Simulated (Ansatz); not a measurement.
# Phosphine (PH₃): a spread of methods and bases

How do the results and run time of phosphine (PH₃) respond when the settings are drawn wide?

The runs use Ansatz 0.2.0, Gaussian basis; the settings change from run to run.

## (1) The molecule

The structure was relaxed beforehand with PBE0-D4 in a triple-zeta def2 set.

SMILES `P`, 4 atoms, charge 0, spin multiplicity 1.

Atoms are counted from 1 here; the program's logs count them from 0.

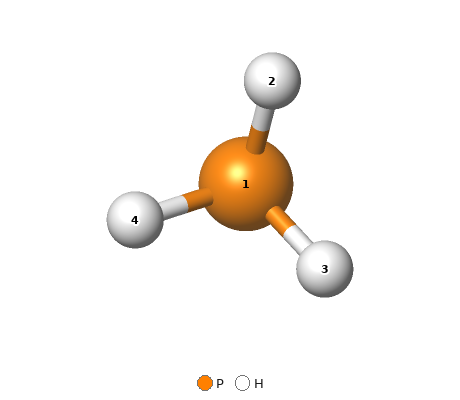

The structure; phosphorus orange, hydrogen white; atoms are numbered from 1 in the order of the file.

## (2) PBEsol/6-31G*

Set apart from the defaults: relativity set to scalar.

File in.yaml:

```yaml
crystal:
  periodic: [false, false, false]
  atoms:
    - {symbol: P, position_ang: [0.345982, -0.326530, -0.332826]}
    - {symbol: H, position_ang: [0.630897, -0.034008, 1.026964]}
    - {symbol: H, position_ang: [-1.005545, -0.663003, -0.057227]}
    - {symbol: H, position_ang: [0.028666, 1.023531, -0.636900]}
basis:
  gaussian: {orbitals: "6-31G*"}
hamiltonian: {xc: {name: PBEsol}, pseudopotentials: {relativity: scalar}}
```

Started as:

```sh
$ ansatz run in.yaml --threads 2 --pin off --events-out ev --progress --plain --max-ram 32768MiB --backend cpu
```

Output:

```text
Functional definition: PBEsol
  name "PBEsol"
  cite "Perdew et al., Phys. Rev. Lett. 100, 136406 (2008) doi:10.1103/PhysRevLett.100.136406"
  cite "Perdew, Burke & Ernzerhof, Phys. Rev. Lett. 77, 3865 (1996) doi:10.1103/PhysRevLett.77.3865"
  parent pbesol
  exchange = pbesol_x
  correlation = pbesol_c
261 factors; integrals over basis functions are off by at most 8.4e-4 eV
mean field evaluation 1: about -9334.9397 eV, gradient 1.2e1 eV
mean field evaluation 2: about -9335.0870 eV, gradient 1.1e1 eV
mean field evaluation 4: about -9335.4766 eV, gradient 3.5e-1 eV
mean field evaluation 8: about -9335.4706 eV, gradient 2.2e-3 eV
mean field -9335.47058546 eV, -343.0722162063 hartree, gradient 2.2e-5 eV, S^2 0.000000; 0 other end points of the search recorded, 0 dependent functions left out
reference -9335.47060835 eV, -343.0722170476 hartree; 9, 9 occupied and 16, 16 virtual orbitals, 261 factors
Total energy: -9335.47060835 eV, -343.0722170476 hartree
Relativity: scalar
```

Wall time 0.36 s (2 threads, shared host).

## (3) BCCD(T)/def2-SVPD

Set apart from the defaults: unrestricted orbitals, coordinates scaled by 1.12, density fitting with cc-pVTZ-jkfit, correlated electrons set to outside_noble_gas, 1 DIIS vectors.

File in.yaml:

```yaml
crystal:
  periodic: [false, false, false]
  atoms:
    - {symbol: P, position_ang: [0.387500, -0.365713, -0.372765]}
    - {symbol: H, position_ang: [0.706605, -0.038089, 1.150199]}
    - {symbol: H, position_ang: [-1.126210, -0.742563, -0.064095]}
    - {symbol: H, position_ang: [0.032106, 1.146355, -0.713329]}
basis:
  gaussian: {orbitals: def2-SVPD, fitting: {mean_field: cc-pVTZ-jkfit}}
magnetization: {spin_polarized: true, initial_magnetization: 0}
hamiltonian: {xc: {name: HF}}
correlation: {method: bccd_t, electrons: outside_noble_gas, diis_vectors: 1}
```

Launched as before.

Output, shortened:

```text
Functional definition: HF
  name "HF"
  cite "Fock, Z. Phys. 61, 126 (1930) doi:10.1007/BF01340294"
  parent pbe
[...]
211 factors; integrals over basis functions are off by at most 1.7e-1 eV
[...]
mean field -9315.43407896 eV, -342.3358881739 hartree, gradient 5.8e-7 eV, S^2 0.000000; 0 other end points of the search recorded, 0 dependent functions left out
5 core orbitals not correlated: weight in the atoms' cores, before any rotation towards them, 1.000 or more for the frozen orbitals, at most 0.000 for the correlated occupied ones
reference -9315.43407896 eV, -342.3358881739 hartree; 4, 4 occupied and 39, 39 virtual orbitals, 211 factors
second order -3.94007102 eV of doubles, -0.00000000 eV of singles
cycle   1  -4.55857174 eV  change   -6.2e-1 eV  update   6.6e-2
[...]
cycle  11  -4.80430939 eV  change    1.5e-6 eV  update   6.7e-6
perturbative correction -0.15857114 eV, -0.0058273819 hartree
Total energy: -9320.39695950 eV, -342.5182706695 hartree
```

Run time: 1.7 s. Hardware: 2 threads, shared host.

⟨S²⟩ 0.000.

## (4) RPBE/def2-mTZVP

Options: atoms shaken by 0.08 Å, D4 dispersion.

File in.yaml:

```yaml
crystal:
  periodic: [false, false, false]
  atoms:
    - {symbol: P, position_ang: [0.264271, -0.368628, -0.381210]}
    - {symbol: H, position_ang: [0.696028, -0.086491, 0.977402]}
    - {symbol: H, position_ang: [-0.876056, -0.693746, -0.100512]}
    - {symbol: H, position_ang: [-0.106090, 1.179055, -0.621543]}
basis:
  gaussian: {orbitals: def2-mTZVP}
hamiltonian: {xc: {name: RPBE}, dispersion: d4}
output: {forces: true}
```

The command is unchanged.

Output, shortened:

```text
Functional definition: RPBE
  name "RPBE"
  cite "Hammer, Hansen & Nørskov, Phys. Rev. B 59, 7413 (1999) doi:10.1103/PhysRevB.59.7413"
  cite "Perdew, Burke & Ernzerhof, Phys. Rev. Lett. 77, 3865 (1996) doi:10.1103/PhysRevLett.77.3865"
[...]
353 factors; their error is unknown
[...]
mean field -9335.62906852 eV, -343.0780403514 hartree, gradient 9.9e-6 eV, S^2 0.000000; 0 other end points of the search recorded, 0 dependent functions left out
[...]
reference -9335.62909861 eV, -343.0780414573 hartree; 9, 9 occupied and 22, 22 virtual orbitals, 353 factors
Total energy: -9335.76792628 eV, -343.0831432798 hartree
Atom 0 at     0.264271    -0.368628    -0.381210 Å, force     6.708440     4.196342    -1.946154 eV/Å
Atom 1 at     0.696028    -0.086491     0.977402 Å, force    -0.245757    -0.167225    -0.244504 eV/Å
Atom 2 at    -0.876056    -0.693746    -0.100512 Å, force    -6.891444    -1.837424     1.888977 eV/Å
Atom 3 at    -0.106090     1.179055    -0.621543 Å, force     0.428761    -2.191692     0.301680 eV/Å
Dipole moment:    -0.152375     0.034855     0.147838 e Å
```

Wall time 0.52 s (2 threads, shared host).

Largest force 8.149 eV/Å, dipole 1.03 D.

## (5) PBE-QIDH/def2-SVPD

Set apart from the defaults: density fitting with cc-pVTZ-jkfit, the search for lower states set to off.

File in.yaml:

```yaml
crystal:
  periodic: [false, false, false]
  atoms:
    - {symbol: P, position_ang: [0.345982, -0.326530, -0.332826]}
    - {symbol: H, position_ang: [0.630897, -0.034008, 1.026964]}
    - {symbol: H, position_ang: [-1.005545, -0.663003, -0.057227]}
    - {symbol: H, position_ang: [0.028666, 1.023531, -0.636900]}
basis:
  gaussian: {orbitals: def2-SVPD, fitting: {mean_field: cc-pVTZ-jkfit}}
hamiltonian: {xc: {name: PBE-QIDH}}
scf: {lower_state_search: off}
output: {forces: true}
```

The command is unchanged.

Output, shortened:

```text
Functional definition: PBE-QIDH
  name "PBE-QIDH"
  cite "Brémond, Sancho-García, Pérez-Jiménez & Adamo, J. Chem. Phys. 141, 031101 (2014) doi:10.1063/1.4890314"
  cite "Perdew, Burke & Ernzerhof, Phys. Rev. Lett. 77, 3865 (1996) doi:10.1103/PhysRevLett.77.3865"
[...]
211 factors; integrals over basis functions are off by at most 1.4e-1 eV
[...]
mean field -9326.67512369 eV, -342.7489889480 hartree, gradient 4.8e-6 eV, S^2 0.000000; 0 other end points of the search recorded, 0 dependent functions left out
5 core orbitals not correlated: weight in the atoms' cores, before any rotation towards them, 1.000 or more for the frozen orbitals, at most 0.000 for the correlated occupied ones
reference -9326.67513145 eV, -342.7489892334 hartree; 4, 4 occupied and 39, 39 virtual orbitals, 211 factors
second order -4.44436886 eV of doubles, -0.00000000 eV of singles
[...]
Total energy: -9328.15658774 eV, -342.8034317478 hartree
Atom 0 at     0.345982    -0.326530    -0.332826 Å, force    -0.096060     0.090609     0.092766 eV/Å
Atom 1 at     0.630897    -0.034008     1.026964 Å, force     0.032724    -0.030184    -0.030421 eV/Å
Atom 2 at    -1.005545    -0.663003    -0.057227 Å, force     0.031568    -0.030231    -0.031351 eV/Å
Atom 3 at     0.028666     1.023531    -0.636900 Å, force     0.031767    -0.030194    -0.030994 eV/Å
Dipole moment:    -0.084039     0.079318     0.080819 e Å
Checks for a lower state left out: starts, cluster_reference, orbital_swaps, neighbouring_geometries, increment
```

Run time: 1.3 s. Hardware: 2 threads, shared host.

Largest force 0.161 eV/Å, dipole 0.68 D.

## (6) r2SCAN50/def2-mTZVP

Set apart from the defaults: unrestricted orbitals, relativity set to none.

Changes to in.yaml since step 5:

```diff
@@ -8,5 +8,4 @@
 basis:
-  gaussian: {orbitals: def2-SVPD, fitting: {mean_field: cc-pVTZ-jkfit}}
-hamiltonian: {xc: {name: PBE-QIDH}}
-scf: {lower_state_search: off}
-output: {forces: true}
+  gaussian: {orbitals: def2-mTZVP}
+magnetization: {spin_polarized: true, initial_magnetization: 0}
+hamiltonian: {xc: {name: r2SCAN50}, pseudopotentials: {relativity: none}}
```

Launched as before.

Output, shortened:

```text
Functional definition: r2SCAN50
  name "r2SCAN50"
  cite "Bursch, Neugebauer, Ehlert & Grimme, J. Chem. Phys. 156, 134105 (2022) doi:10.1063/5.0086040"
  cite "Furness, Kaplan, Ning, Perdew & Sun, J. Phys. Chem. Lett. 11, 8208 (2020) doi:10.1021/acs.jpclett.0c02405"
  cite "Furness, Kaplan, Ning, Perdew & Sun, J. Phys. Chem. Lett. 11, 9248 (2020) doi:10.1021/acs.jpclett.0c03077"
  parent r2scan
[...]
284 factors; integrals over basis functions are off by at most 7.8e-4 eV
[...]
mean field -9336.19939397 eV, -343.0989994250 hartree, gradient 1.7e-5 eV, S^2 0.000000; 0 other end points of the search recorded, 0 dependent functions left out
reference -9336.19939948 eV, -343.0989996277 hartree; 9, 9 occupied and 22, 22 virtual orbitals, 284 factors
Total energy: -9336.19939948 eV, -343.0989996277 hartree
```

Wall time 1.2 s (2 threads, shared host).

⟨S²⟩ 0.000.

## (7) CAM-B3LYP/cc-pVDZ

Set apart from the defaults: atoms shaken by 0.03 Å, density fitting with def2-universal-jkfit, the search for lower states set to off.

File in.yaml:

```yaml
crystal:
  periodic: [false, false, false]
  atoms:
    - {symbol: P, position_ang: [0.336804, -0.327409, -0.283824]}
    - {symbol: H, position_ang: [0.596270, 0.017143, 0.988697]}
    - {symbol: H, position_ang: [-1.044525, -0.705853, -0.074884]}
    - {symbol: H, position_ang: [0.006151, 1.037196, -0.598108]}
basis:
  gaussian: {orbitals: cc-pVDZ, fitting: {mean_field: def2-universal-jkfit}}
hamiltonian: {xc: {name: CAM-B3LYP}}
scf: {lower_state_search: off}
```

Same command.

Output, shortened:

```text
Functional definition: CAM-B3LYP
  name "CAM-B3LYP"
  cite "Yanai, Tew & Handy, Chem. Phys. Lett. 393, 51 (2004) doi:10.1016/j.cplett.2004.06.011"
  cite "Iikura, Tsuneda, Yanai & Hirao, J. Chem. Phys. 115, 3540 (2001) doi:10.1063/1.1383587"
  cite "Becke, Phys. Rev. A 38, 3098 (1988) doi:10.1103/PhysRevA.38.3098"
  cite "Lee, Yang & Parr, Phys. Rev. B 37, 785 (1988) doi:10.1103/PhysRevB.37.785"
  cite "Vosko, Wilk & Nusair, Can. J. Phys. 58, 1200 (1980) doi:10.1139/p80-159"
[...]
  # Exact exchange under (alpha + beta erf(omega r))/r, Becke's under what is left of 1/r.
[...]
182 factors; integrals over basis functions are off by at most 4.3e-1 eV
182 factors; integrals over basis functions are off by at most 7.7e-7 eV
[...]
mean field -9337.18533740 eV, -343.1352321779 hartree, gradient 2.5e-6 eV, S^2 0.000000; 0 other end points of the search recorded, 0 dependent functions left out
reference -9337.18541695 eV, -343.1352351012 hartree; 9, 9 occupied and 24, 24 virtual orbitals, 182 factors
Total energy: -9337.18541695 eV, -343.1352351012 hartree
Checks for a lower state left out: stability, starts, cluster_reference, orbital_swaps, neighbouring_geometries, increment
```

Run time: 0.59 s. Hardware: 2 threads, shared host.

## (8) wB97X/STO-3G

This run has unrestricted orbitals, coordinates scaled by 1.05, high accuracy.

File in.yaml:

```yaml
crystal:
  periodic: [false, false, false]
  atoms:
    - {symbol: P, position_ang: [0.363281, -0.342856, -0.349467]}
    - {symbol: H, position_ang: [0.662442, -0.035709, 1.078312]}
    - {symbol: H, position_ang: [-1.055822, -0.696153, -0.060089]}
    - {symbol: H, position_ang: [0.030099, 1.074708, -0.668745]}
basis:
  gaussian: {orbitals: STO-3G}
magnetization: {spin_polarized: true, initial_magnetization: 0}
hamiltonian: {xc: {name: wB97X}}
accuracy: high
output: {forces: true}
```

The command is unchanged.

Output, shortened:

```text
Functional definition: wB97X
  name "wB97X"
  cite "Chai & Head-Gordon, J. Chem. Phys. 128, 084106 (2008) doi:10.1063/1.2834918"
  cite "Becke, J. Chem. Phys. 107, 8554 (1997) doi:10.1063/1.475007"
[...]
  # The coefficients of nought are those of the uniform gas.
[...]
      + exact_x_lr(omega)
[...]
      + integral(e_c_pw_opposite_spin*poly(b97_u_opposite, 1, cos1, cos2, cos3, cos4))
183 factors; integrals over basis functions are off by at most 7.3e-9 eV
92 factors; integrals over basis functions are off by at most 1.2e-9 eV
[...]
mean field -9231.37942855 eV, -339.2469367455 hartree, gradient 7.1e-8 eV, S^2 0.000000; 0 other end points of the search recorded, 0 dependent functions left out
[...]
reference -9231.37942712 eV, -339.2469366929 hartree; 9, 9 occupied and 3, 3 virtual orbitals, 183 factors
Total energy: -9231.37942712 eV, -339.2469366929 hartree
Atom 0 at     0.363281    -0.342856    -0.349467 Å, force    -1.914069     1.806335     1.841916 eV/Å
Atom 1 at     0.662442    -0.035709     1.078312 Å, force    -0.572943    -0.370156    -2.100986 eV/Å
Atom 2 at    -1.055822    -0.696153    -0.060089 Å, force     2.083154     0.651271    -0.341361 eV/Å
Atom 3 at     0.030099     1.074708    -0.668745 Å, force     0.403858    -2.087450     0.600430 eV/Å
Dipole moment:    -0.077079     0.072751     0.074118 e Å
```

Run time: 3.3 s. Hardware: 2 threads, shared host.

Largest force 3.212 eV/Å, dipole 0.62 D, ⟨S²⟩ 0.000.

## (9) wB97X/cc-pVDZ

This run has charge +1, multiplicity 2, coordinates scaled by 0.96, the search for lower states set to off.

File in.yaml:

```yaml
crystal:
  periodic: [false, false, false]
  atoms:
    - {symbol: P, position_ang: [0.332143, -0.313468, -0.319513]}
    - {symbol: H, position_ang: [0.605661, -0.032648, 0.985885]}
    - {symbol: H, position_ang: [-0.965323, -0.636483, -0.054938]}
    - {symbol: H, position_ang: [0.027519, 0.982590, -0.611424]}
basis:
  gaussian: {orbitals: cc-pVDZ}
total_charge: 1
magnetization: {spin_polarized: true, initial_magnetization: 1}
hamiltonian: {xc: {name: wB97X}}
scf: {lower_state_search: off}
```

Same command.

Output, shortened:

```text
Functional definition: wB97X
  name "wB97X"
  cite "Chai & Head-Gordon, J. Chem. Phys. 128, 084106 (2008) doi:10.1063/1.2834918"
  cite "Becke, J. Chem. Phys. 107, 8554 (1997) doi:10.1063/1.475007"
[...]
  # The coefficients of nought are those of the uniform gas.
[...]
      + exact_x_lr(omega)
[...]
      + integral(e_c_pw_opposite_spin*poly(b97_u_opposite, 1, cos1, cos2, cos3, cos4))
[...]
318 factors; integrals over basis functions are off by at most 1.2e-3 eV
112 factors; integrals over basis functions are off by at most 2.3e-6 eV
[...]
mean field -9326.37684783 eV, -342.7380275125 hartree, gradient 2.4e-6 eV, S^2 0.751733; 0 other end points of the search recorded, 0 dependent functions left out
reference -9326.37683162 eV, -342.7380269168 hartree; 9, 8 occupied and 24, 25 virtual orbitals, 318 factors
Total energy: -9326.37683162 eV, -342.7380269168 hartree
Checks for a lower state left out: stability, starts, cluster_reference, orbital_swaps, neighbouring_geometries, increment
```

Wall time 1.5 s (2 threads, shared host).

⟨S²⟩ 0.752.

## (10) RPA/STO-3G

File in.yaml:

```yaml
crystal:
  periodic: [false, false, false]
  atoms:
    - {symbol: P, position_ang: [0.345982, -0.326530, -0.332826]}
    - {symbol: H, position_ang: [0.630897, -0.034008, 1.026964]}
    - {symbol: H, position_ang: [-1.005545, -0.663003, -0.057227]}
    - {symbol: H, position_ang: [0.028666, 1.023531, -0.636900]}
basis:
  gaussian: {orbitals: STO-3G}
hamiltonian: {xc: {name: HF}}
correlation: {method: rpa}
```

Same command.

Output:

```text
Functional definition: HF
  name "HF"
  cite "Fock, Z. Phys. 61, 126 (1930) doi:10.1007/BF01340294"
  parent pbe
  exchange = exact_x
  correlation = 0
131 factors; integrals over basis functions are off by at most 1.5e-5 eV
mean field evaluation 1: about -9214.6195 eV, gradient 3.1e0 eV
mean field evaluation 2: about -9214.6375 eV, gradient 3.1e0 eV
mean field evaluation 4: about -9214.6904 eV, gradient 2.1e-1 eV
mean field evaluation 8: about -9214.6907 eV, gradient 1.6e-6 eV
mean field -9214.69066020 eV, -338.6336358206 hartree, gradient 1.6e-6 eV, S^2 0.000000; 0 other end points of the search recorded, 0 dependent functions left out
5 core orbitals not correlated: weight in the atoms' cores, before any rotation towards them, 1.000 or more for the frozen orbitals, at most 0.000 for the correlated occupied ones
reference -9214.69066020 eV, -338.6336358206 hartree; 4, 4 occupied and 3, 3 virtual orbitals, 131 factors
Total energy: -9216.46192518 eV, -338.6987286080 hartree
```

It took 0.19 s on 2 threads, shared host.

## (11) All runs side by side

```
              level  charge  multiplicity  geometry  functions  energy (eV)    time
      PBEsol/6-31G*       0             1   relaxed         25    -9335.471  0.36 s
  BCCD(T)/def2-SVPD       0             1    scaled         48    -9320.397   1.7 s
    RPBE/def2-mTZVP       0             1    shaken         31    -9335.768  0.52 s
 PBE-QIDH/def2-SVPD       0             1   relaxed         48    -9328.157   1.3 s
r2SCAN50/def2-mTZVP       0             1   relaxed         31    -9336.199   1.2 s
  CAM-B3LYP/cc-pVDZ       0             1    shaken         33    -9337.185  0.59 s
       wB97X/STO-3G       0             1    scaled         12    -9231.379   3.3 s
      wB97X/cc-pVDZ       1             2    scaled         33    -9326.377   1.5 s
         RPA/STO-3G       0             1   relaxed         12    -9216.462  0.19 s
```

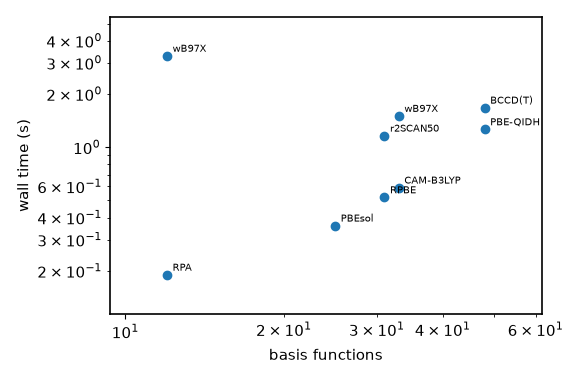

Wall time against the number of basis functions (shared host).

## (12) Summary of results

| quantity | value |
| --- | --- |
| runs | 9 |
| quickest | RPA/STO-3G, 0.19 s |
| slowest | wB97X/STO-3G, 3.3 s |
| spread of total energies, same state and geometry | 119.7 eV |

What this shows: wB97X/STO-3G took 17 times as long as RPA/STO-3G. The jobs differ in tasks and options as well as level. The totals spread over 120 eV; they can't be compared across methods or bases. Some of these runs are scalar-relativistic and others not, which shifts the totals of all-electron atoms past neon by eV; core potentials, where a basis has them, take the core out of the total altogether. At the PBE0-D4/def2-TZVP geometry and in the same state, runs without warnings or point charges leave forces up to 0.16 eV/Å (PBE-QIDH/def2-SVPD), against 8.1 eV/Å where the atoms were moved.
